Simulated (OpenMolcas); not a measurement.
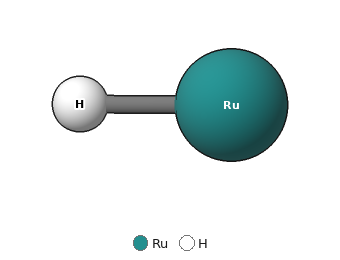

Figure 1. The molecule at the reference distance of 1.604 Å.

Relativistic diatomic calculation for RuH⁺ (part 1 of 2)

System: RuH⁺.
Method: SA-CASSCF(8,7)/XMS-CASPT2 + RASSI spin-orbit (X2C scalar, AMFI), ANO-RCC-VDZP (OpenMolcas).

### Input file
```
&GATEWAY
Coord
2
angstrom
Ru 0.0 0.0 0.0
H 0.0 0.0 1.6040
Basis=ANO-RCC-VDZP
Group=XY
RX2C
AMFI
ANGMom
0.0 0.0 0.0
RICD
&SEWARD
&GUESSORB
&RASSCF
FileOrb=$CurrDir/o51.orb
Symmetry=1
Spin=5
nActEl=8 0 0
Inactive=10 8
RAS2=5 2
CIRoot=3 3 1
Linear
Iterations=120 100
OrbListing=Nothing
PRWF=0.15
>>COPY $Project.RasOrb $CurrDir/o51.orb
>>COPY $Project.rasscf.h5 $CurrDir/r51.h5
&CASPT2
XMultistate=all
Imaginary=0.2
IPEA=0.25
MaxIter=40
>>COPY $Project.JobMix JOB001
&RASSCF
FileOrb=$CurrDir/o32.orb
Symmetry=2
Spin=3
nActEl=8 0 0
Inactive=10 8
RAS2=5 2
CIRoot=6 6 1
Linear
Iterations=120 100
OrbListing=Nothing
PRWF=0.15
>>COPY $Project.RasOrb $CurrDir/o32.orb
>>COPY $Project.rasscf.h5 $CurrDir/r32.h5
&CASPT2
XMultistate=all
Imaginary=0.2
IPEA=0.25
MaxIter=40
>>COPY $Project.JobMix JOB002
&RASSCF
FileOrb=$CurrDir/o52.orb
Symmetry=2
Spin=5
nActEl=8 0 0
Inactive=10 8
RAS2=5 2
CIRoot=2 2 1
Linear
Iterations=120 100
OrbListing=Nothing
PRWF=0.15
>>COPY $Project.RasOrb $CurrDir/o52.orb
>>COPY $Project.rasscf.h5 $CurrDir/r52.h5
&CASPT2
XMultistate=all
Imaginary=0.2
IPEA=0.25
MaxIter=40
>>COPY $Project.JobMix JOB003
&RASSCF
FileOrb=$CurrDir/o31.orb
Symmetry=1
Spin=3
nActEl=8 0 0
Inactive=10 8
RAS2=5 2
CIRoot=4 4 1
Linear
Iterations=120 100
OrbListing=Nothing
PRWF=0.15
>>COPY $Project.RasOrb $CurrDir/o31.orb
>>COPY $Project.rasscf.h5 $CurrDir/r31.h5
&CASPT2
XMultistate=all
Imaginary=0.2
IPEA=0.25
MaxIter=40
>>COPY $Project.JobMix JOB004
&RASSCF
FileOrb=$CurrDir/o11.orb
Symmetry=1
Spin=1
nActEl=8 0 0
Inactive=10 8
RAS2=5 2
CIRoot=3 3 1
Linear
Iterations=120 100
OrbListing=Nothing
PRWF=0.15
>>COPY $Project.RasOrb $CurrDir/o11.orb
>>COPY $Project.rasscf.h5 $CurrDir/r11.h5
&CASPT2
XMultistate=all
Imaginary=0.2
IPEA=0.25
MaxIter=40
>>COPY $Project.JobMix JOB005
&RASSCF
FileOrb=$CurrDir/o12.orb
Symmetry=2
Spin=1
nActEl=8 0 0
Inactive=10 8
RAS2=5 2
CIRoot=2 2 1
Linear
Iterations=120 100
OrbListing=Nothing
PRWF=0.15
>>COPY $Project.RasOrb $CurrDir/o12.orb
>>COPY $Project.rasscf.h5 $CurrDir/r12.h5
&CASPT2
XMultistate=all
Imaginary=0.2
IPEA=0.25
MaxIter=40
>>COPY $Project.JobMix JOB006
&RASSI
Nr of JobIphs=6 3 6 2 4 3 2
1 2 3
1 2 3 4 5 6
1 2
1 2 3 4
1 2 3
1 2
SpinOrbit
EJob
Omega
MEES
MESO
Properties=4
'AngMom' 3 'Mltpl  1' 1 'Mltpl  1' 2 'Mltpl  1' 3
Thrs=1.0d-4
>>COPY $Project.rassi.h5 $CurrDir/so.h5
```

The first orbital files come from an earlier step.

Hardware: 1 thread of Arm Neoverse V1, 24 GiB of memory available, shared host.

Run as:
```bash
pymolcas m.inp (one call a module block, same work directory)
```

### Output (extracts)
```
++    Wave function specifications:
      Number of closed shell electrons          36
      Number of electrons in active shells       8
      Number of inactive orbitals               18
      Number of active orbitals                  7
      Number of secondary orbitals              23
      Spin quantum number                      2.0
      State symmetry                             1
++    Orbital specifications:
      Symmetry species                           1   2
                                                 a   b
      Frozen orbitals                            0   0
      Inactive orbitals                         10   8
      Active orbitals                            5   2
      RAS2 orbitals                              5   2
      Secondary orbitals                        11  12
      Number of basis functions                 26  22
      printout of CI-coefficients larger than  0.15 for root  1
      energy=   -4528.240729
      conf/sym  11111 22     Coeff  Weight
            23  02u2u uu  -0.31363 0.09836
            26  0u22u uu   0.93176 0.86818
      printout of CI-coefficients larger than  0.15 for root  2
      energy=   -4528.240729
      conf/sym  11111 22     Coeff  Weight
            23  02u2u uu  -0.93176 0.86818
            26  0u22u uu  -0.31363 0.09836
      printout of CI-coefficients larger than  0.15 for root  3
      energy=   -4528.193993
      conf/sym  11111 22     Coeff  Weight
            61  0uu22 uu  -0.98483 0.96990
      Natural orbitals and occupation numbers for root  1
      sym 1:   0.048252   1.000001   1.999284   1.944286   1.008175
      sym 2:   1.000001   1.000001
      Natural orbitals and occupation numbers for root  2
      sym 1:   0.048252   1.999284   1.000001   1.944286   1.008175
      sym 2:   1.000001   1.000001
      Natural orbitals and occupation numbers for root  3
      sym 1:   0.048042   1.000000   1.000000   1.953558   1.998400
      sym 2:   1.000000   1.000000
      RASSCF energy for state  3                  -4528.19399303
::    RASSCF root number  1 Total energy:  -4528.24072892
::    RASSCF root number  2 Total energy:  -4528.24072892
::    RASSCF root number  3 Total energy:  -4528.19399303
      Von Neumann Entropy (Root   1) =  2.16794
++    Wave function specifications:
      Number of closed shell electrons           6
      Number of electrons in active shells       8
      Number of inactive orbitals                3
      Number of active orbitals                  7
      Number of secondary orbitals              23
      Spin quantum number                      2.0
      State symmetry                             1
      Number of CSFs                            70
      Number of CASSCF root(s) available         3
      CASPT2 state passed to geometry opt.       3
      A file JOBMIX will be created
      This is a MULTI-STATE CASSCF reference
      Number of CI roots used                    3
      These are:                                 1   2   3
      Off-diagonal elements of Heff are computed
  FINAL CASPT2 RESULT:
      Reference energy:       -4528.2407289184
      E2 (Non-variational):      -0.3287310105
      Shift correction:          -0.0011303178
      E2 (Variational):          -0.3298613282
      Total energy:           -4528.5705902466
      Reference weight:           0.91994
  FINAL CASPT2 RESULT:
      Reference energy:       -4528.2407289184
      E2 (Non-variational):      -0.3287279959
      Shift correction:          -0.0011283715
      E2 (Variational):          -0.3298563674
      Total energy:           -4528.5705852859
      Reference weight:           0.91996
  FINAL CASPT2 RESULT:
      Reference energy:       -4528.1939930259
      E2 (Non-variational):      -0.3334435430
      Shift correction:          -0.0015732078
      E2 (Variational):          -0.3350167508
      Total energy:           -4528.5290097767
      Reference weight:           0.91217
       Total XMS-CASPT2 energies:
::    XMS-CASPT2 Root  1     Total energy:  -4528.57059142
::    XMS-CASPT2 Root  2     Total energy:  -4528.57058411
::    XMS-CASPT2 Root  3     Total energy:  -4528.52900978
++    Wave function specifications:
      Number of closed shell electrons          36
      Number of electrons in active shells       8
      Number of inactive orbitals               18
      Number of active orbitals                  7
      Number of secondary orbitals              23
      Spin quantum number                      1.0
      State symmetry                             2
      printout of CI-coefficients larger than  0.15 for root  1
      energy=   -4528.230975
      conf/sym  11111 22     Coeff  Weight
           119  02u20 2u  -0.50887 0.25894
           120  02u20 u2   0.43467 0.18894
           131  0u220 2u   0.43467 0.18894
           132  0u220 u2   0.50887 0.25895
      printout of CI-coefficients larger than  0.15 for root  2
      energy=   -4528.230975
      conf/sym  11111 22     Coeff  Weight
           119  02u20 2u   0.43467 0.18894
           120  02u20 u2   0.50887 0.25894
           131  0u220 2u   0.50887 0.25895
           132  0u220 u2  -0.43467 0.18894
      printout of CI-coefficients larger than  0.15 for root  3
      energy=   -4528.217803
      conf/sym  11111 22     Coeff  Weight
           119  02u20 2u   0.61284 0.37557
           120  02u20 u2   0.16857 0.02842
           131  0u220 2u  -0.16857 0.02842
           132  0u220 u2   0.61284 0.37557
           245  0uu2d 2u   0.26564 0.07057
      printout of CI-coefficients larger than  0.15 for root  4
      energy=   -4528.217803
      conf/sym  11111 22     Coeff  Weight
           119  02u20 2u   0.16857 0.02842
           120  02u20 u2  -0.61284 0.37557
           131  0u220 2u   0.61284 0.37557
           132  0u220 u2   0.16857 0.02842
           247  0uu2d u2   0.26564 0.07057
      printout of CI-coefficients larger than  0.15 for root  5
      energy=   -4528.168425
      conf/sym  11111 22     Coeff  Weight
           245  0uu2d 2u  -0.17839 0.03182
           246  0uu2u 2d  -0.33231 0.11043
           247  0uu2d u2   0.39591 0.15675
           248  0uu2u d2   0.73754 0.54397
      printout of CI-coefficients larger than  0.15 for root  6
      energy=   -4528.168425
      conf/sym  11111 22     Coeff  Weight
           245  0uu2d 2u  -0.39591 0.15675
           246  0uu2u 2d  -0.73754 0.54397
           247  0uu2d u2  -0.17839 0.03182
           248  0uu2u d2  -0.33231 0.11043
      Natural orbitals and occupation numbers for root  1
      sym 1:   0.023988   1.472253   1.472253   1.895869   0.137582
      sym 2:   1.499027   1.499028
      Natural orbitals and occupation numbers for root  2
      sym 1:   0.023988   1.472253   1.472253   1.895869   0.137582
      sym 2:   1.499028   1.499027
      Natural orbitals and occupation numbers for root  3
      sym 1:   0.034700   1.446091   1.435021   1.887763   0.210891
      sym 2:   1.521514   1.464021
      Natural orbitals and occupation numbers for root  4
      sym 1:   0.034700   1.446091   1.435021   1.887763   0.210891
      sym 2:   1.464021   1.521514
      Natural orbitals and occupation numbers for root  5
      sym 1:   0.048893   1.009763   1.018876   1.929191   1.036706
      sym 2:   1.047652   1.908920
  Check orbital order or try cleaning orbitals.
      Natural orbitals and occupation numbers for root  6
      sym 1:   0.048893   1.009763   1.018876   1.929191   1.036706
      sym 2:   1.908920   1.047652
  Check orbital order or try cleaning orbitals.
      RASSCF energy for state  6                  -4528.16842454
::    RASSCF root number  1 Total energy:  -4528.23097469
::    RASSCF root number  2 Total energy:  -4528.23097469
::    RASSCF root number  3 Total energy:  -4528.21780345
::    RASSCF root number  4 Total energy:  -4528.21780345
::    RASSCF root number  5 Total energy:  -4528.16842454
::    RASSCF root number  6 Total energy:  -4528.16842454
      Von Neumann Entropy (Root   1) =  1.68956
++    Wave function specifications:
      Number of closed shell electrons           6
      Number of electrons in active shells       8
      Number of inactive orbitals                3
      Number of active orbitals                  7
      Number of secondary orbitals              23
      Spin quantum number                      1.0
      State symmetry                             2
      Number of CSFs                           298
      Number of CASSCF root(s) available         6
      CASPT2 state passed to geometry opt.       6
      A file JOBMIX will be created
      This is a MULTI-STATE CASSCF reference
      Number of CI roots used                    6
      These are:                                 1   2   3   4   5   6
      Off-diagonal elements of Heff are computed
  FINAL CASPT2 RESULT:
      Reference energy:       -4528.2309746941
      E2 (Non-variational):      -0.3369088926
      Shift correction:          -0.0011330998
      E2 (Variational):          -0.3380419923
      Total energy:           -4528.5690166865
      Reference weight:           0.91864
  FINAL CASPT2 RESULT:
      Reference energy:       -4528.2309746941
      E2 (Non-variational):      -0.3369088926
      Shift correction:          -0.0011330998
      E2 (Variational):          -0.3380419923
      Total energy:           -4528.5690166864
      Reference weight:           0.91864
  FINAL CASPT2 RESULT:
      Reference energy:       -4528.2178034464
      E2 (Non-variational):      -0.3389640223
      Shift correction:          -0.0011816496
      E2 (Variational):          -0.3401456719
      Total energy:           -4528.5579491183
      Reference weight:           0.91761
  FINAL CASPT2 RESULT:
      Reference energy:       -4528.2178034464
      E2 (Non-variational):      -0.3389640223
      Shift correction:          -0.0011816496
      E2 (Variational):          -0.3401456718
      Total energy:           -4528.5579491182
      Reference weight:           0.91761
  FINAL CASPT2 RESULT:
      Reference energy:       -4528.1684245399
      E2 (Non-variational):      -0.3486836187
      Shift correction:          -0.0014740434
      E2 (Variational):          -0.3501576621
      Total energy:           -4528.5185822020
      Reference weight:           0.91043
  FINAL CASPT2 RESULT:
      Reference energy:       -4528.1684245399
      E2 (Non-variational):      -0.3486836187
      Shift correction:          -0.0014740434
      E2 (Variational):          -0.3501576621
      Total energy:           -4528.5185822020
      Reference weight:           0.91043
       Total XMS-CASPT2 energies:
::    XMS-CASPT2 Root  1     Total energy:  -4528.56901980
::    XMS-CASPT2 Root  2     Total energy:  -4528.56901980
::    XMS-CASPT2 Root  3     Total energy:  -4528.55765809
::    XMS-CASPT2 Root  4     Total energy:  -4528.55765809
::    XMS-CASPT2 Root  5     Total energy:  -4528.51887012
::    XMS-CASPT2 Root  6     Total energy:  -4528.51887012
++    Wave function specifications:
      Number of closed shell electrons          36
      Number of electrons in active shells       8
      Number of inactive orbitals               18
      Number of active orbitals                  7
      Number of secondary orbitals              23
      Spin quantum number                      2.0
      State symmetry                             2
      printout of CI-coefficients larger than  0.15 for root  1
      energy=   -4528.241817
      conf/sym  11111 22     Coeff  Weight
            57  0uu2u 2u   0.40298 0.16239
            58  0uu2u u2  -0.89053 0.79304
      printout of CI-coefficients larger than  0.15 for root  2
      energy=   -4528.241817
      conf/sym  11111 22     Coeff  Weight
            57  0uu2u 2u   0.89053 0.79304
            58  0uu2u u2   0.40298 0.16239
      Natural orbitals and occupation numbers for root  1
      sym 1:   0.053602   1.000224   1.005219   1.934307   1.007747
      sym 2:   1.004750   1.994152
      Natural orbitals and occupation numbers for root  2
      sym 1:   0.053602   1.000224   1.005219   1.934307   1.007747
      sym 2:   1.994152   1.004750
      RASSCF energy for state  2                  -4528.24181726
::    RASSCF root number  1 Total energy:  -4528.24181726
::    RASSCF root number  2 Total energy:  -4528.24181726
      Von Neumann Entropy (Root   1) =  2.18675
++    Wave function specifications:
      Number of closed shell electrons           6
      Number of electrons in active shells       8
      Number of inactive orbitals                3
      Number of active orbitals                  7
      Number of secondary orbitals              23
      Spin quantum number                      2.0
      State symmetry                             2
      Number of CSFs                            70
      Number of CASSCF root(s) available         2
      CASPT2 state passed to geometry opt.       2
      A file JOBMIX will be created
      This is a MULTI-STATE CASSCF reference
      Number of CI roots used                    2
      These are:                                 1   2
      Off-diagonal elements of Heff are computed
  FINAL CASPT2 RESULT:
      Reference energy:       -4528.2418172615
      E2 (Non-variational):      -0.3314260148
      Shift correction:          -0.0011657660
      E2 (Variational):          -0.3325917808
      Total energy:           -4528.5744090423
      Reference weight:           0.91863
  FINAL CASPT2 RESULT:
      Reference energy:       -4528.2418172615
      E2 (Non-variational):      -0.3314260151
      Shift correction:          -0.0011657660
      E2 (Variational):          -0.3325917811
      Total energy:           -4528.5744090426
      Reference weight:           0.91863
       Total XMS-CASPT2 energies:
::    XMS-CASPT2 Root  1     Total energy:  -4528.57440904
::    XMS-CASPT2 Root  2     Total energy:  -4528.57440904
++    Wave function specifications:
      Number of closed shell electrons          36
      Number of electrons in active shells       8
      Number of inactive orbitals               18
      Number of active orbitals                  7
      Number of secondary orbitals              23
      Spin quantum number                      1.0
      State symmetry                             1
      printout of CI-coefficients larger than  0.15 for root  1
      energy=   -4528.226316
      conf/sym  11111 22     Coeff  Weight
            14  02220 uu   0.46875 0.21973
           259  0uu20 22  -0.82417 0.67925
           284  0uuud 22  -0.17033 0.02901
      printout of CI-coefficients larger than  0.15 for root  2
      energy=   -4528.184271
      conf/sym  11111 22     Coeff  Weight
           141  0u22d uu   0.54431 0.29628
           142  0u22u du   0.65052 0.42318
           143  0u22u ud  -0.45999 0.21159
      printout of CI-coefficients larger than  0.15 for root  3
      energy=   -4528.184271
      conf/sym  11111 22     Coeff  Weight
           126  02u2d uu   0.54431 0.29628
           127  02u2u du   0.65052 0.42318
           128  02u2u ud  -0.45999 0.21159
      printout of CI-coefficients larger than  0.15 for root  4
      energy=   -4528.182153
      conf/sym  11111 22     Coeff  Weight
            14  02220 uu   0.77781 0.60499
           161  02022 uu  -0.18415 0.03391
           164  00222 uu  -0.18415 0.03391
           259  0uu20 22   0.43412 0.18846
      Natural orbitals and occupation numbers for root  1
      sym 1:   0.015516   1.236625   1.236625   1.877421   0.134519
      sym 2:   1.749647   1.749647
      Natural orbitals and occupation numbers for root  2
      sym 1:   0.043244   0.990756   1.983468   1.940964   1.017537
      sym 2:   1.012015   1.012015
      Natural orbitals and occupation numbers for root  3
      sym 1:   0.043244   1.983468   0.990756   1.940964   1.017537
      sym 2:   1.012016   1.012016
      Natural orbitals and occupation numbers for root  4
      sym 1:   0.046246   1.671770   1.671769   1.89SPIN-FREE ENERGIES:
  (Shifted by EMIN (a.u.) =      -4528.5744090426)
 SF State       Relative EMIN(au)   Rel lowest level(eV)    D:o, cm**(-1)      Abs_M
    10             0.0000000000        0.0000000000              0.0000         1.0
    11             0.0000000000        0.0000000000              0.0000         1.0
    12             0.0024167990        0.0657644517            530.4261         0.0
     1             0.0038176199        0.1038827304            837.8707         2.0
     2             0.0038249328        0.1040817242            839.4757         2.0
     4             0.0053892413        0.1466487270           1182.8018         3.0
     5             0.0053892413        0.1466487270           1182.8018         3.0
     6             0.0167509523        0.4558166335           3676.4091         1.0
     7             0.0167509523        0.4558166335           3676.4091         1.0
    13             0.0436621968        1.1881089021           9582.7446         0.0
    16             0.0438669941        1.1936817194           9627.6924         0.0
     3             0.0453992659        1.2353769597           9963.9871         0.0
    14             0.0461479688        1.2557502028          10128.3084         2.0
    15             0.0461560320        1.2559696141          10130.0781         2.0
    19             0.0471262073        1.2823694293          10343.0070         1.0
    20             0.0471262073        1.2823694293          10343.0070         1.0
    17             0.0494390983        1.3453063986          10850.6279         4.0
    18             0.0494683509        1.3461024030          10857.0481         4.0
     8             0.0555389275        1.5112912076          12189.3856         1.0
     9             0.0555389275        1.5112912076          12189.3856         1.0
```

(Continued in part 2.) Outcome of the run: converged.
